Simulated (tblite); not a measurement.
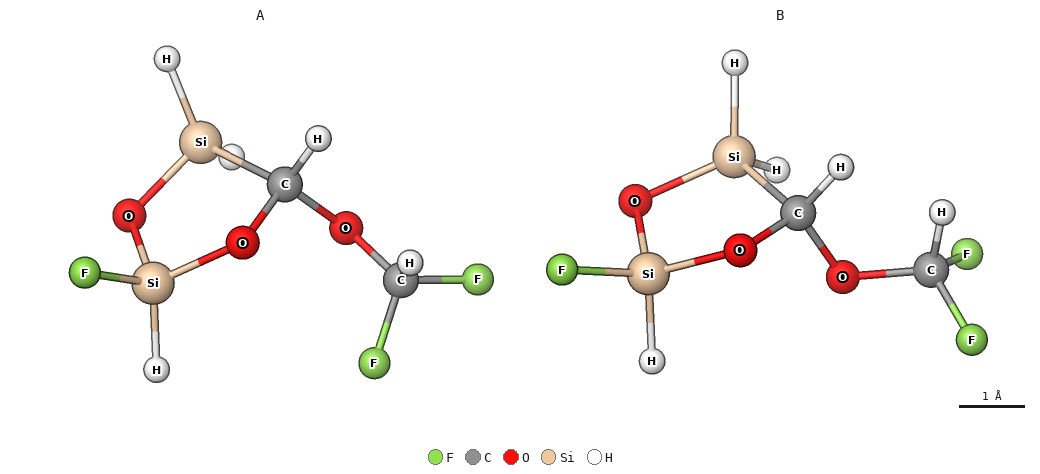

Two geometries of C2H5F3O3Si2, drawn at one scale. One is the start of a relaxation, the other its converged end. Style: ball-and-stick. Shown at a tilt.

Level of theory: GFN2-xTB geometry optimisation, gas phase (tblite). 

**Which geometry has the lower energy?**

Structure A is the relaxed one. An F atom moves most after the best rigid fit: 1.34 Å. By element the largest moves are F 1.34 Å, H 0.99 Å, O 0.92 Å, C 0.51 Å, Si 0.41 Å. Some distances before and after: F–Si 1.685 → 1.592 Å, O–Si 1.706 → 1.637 Å, C–Si 1.878 → 1.941 Å, O–Si 1.686 → 1.630 Å. Among the angles between lasting bonds that change: Si–O–Si 102.1° → 117.3°, H–Si–H 107.1° → 121.0°, C–Si–O 104.4° → 94.4°. Groups turn about C–O by about 70°, C–O by about 25°. The energy falls by 1.284 eV in 146 geometry steps. Cost: 2.2 s on 1 thread of Arm Neoverse N1, with other jobs on the host.
